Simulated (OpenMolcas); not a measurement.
## SiN2H5OF (SMILES N[Si](N)(O)F): methods side by side

SiN2H5OF has 10 atoms, charge 0, and is taken as a singlet. SMILES: `N[Si](N)(O)F`. The shape is that of a PBE0-D4/def2-TZVP optimisation. This is one conformer, not always the lowest.

```xyz
10

N    -0.4158    1.4954   -0.0248
Si    0.0634   -0.0964   -0.2983
N    -0.4887   -1.0651    0.9778
O     1.6710    0.0226   -0.5851
F    -0.5539   -0.8271   -1.5866
H    -1.3283    1.7231    0.3273
H     0.0466    2.2720   -0.4641
H    -0.7412   -2.0271    0.8311
H    -0.2389   -0.8737    1.9325
H     2.0688   -0.6749   -1.1069
```

Each level gives the dipole moment (D). The values are calculated.

| level | kind | program | value (D) | CPU time |
| --- | --- | --- | --- | --- |
| SVWN5/cc-pVDZ | LDA | OpenMolcas | 1.20 | 52 s |
| M06-L/cc-pVDZ | meta-GGA | OpenMolcas | 1.21 | 82 s |
| TPSS/cc-pVDZ | meta-GGA | OpenMolcas | 1.15 | 86 s |
| r2SCAN/cc-pVDZ | meta-GGA | OpenMolcas | 1.19 | 81 s |
| B3LYP/cc-pVDZ | global hybrid | OpenMolcas | 1.19 | 66 s |
| BHLYP/cc-pVDZ | global hybrid | OpenMolcas | 1.25 | 57 s |
| M06-2X/cc-pVDZ | hybrid meta-GGA | OpenMolcas | 1.21 | 64 s |
| PBE0/cc-pVDZ | global hybrid | OpenMolcas | 1.22 | 60 s |

The values span 1.15 to 1.25 D. Magnitudes only. CPU times are rough (shared hosts, several kinds of processor and program).

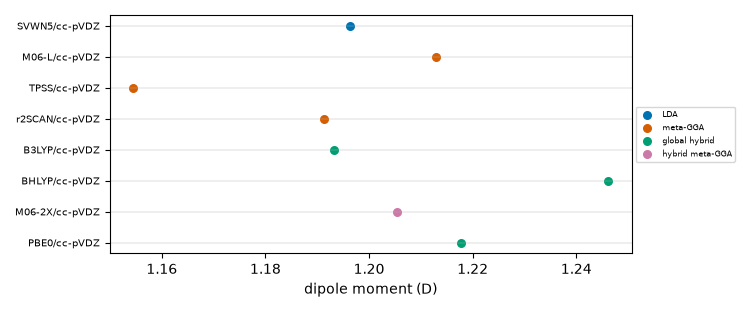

The values of the table, level by level.
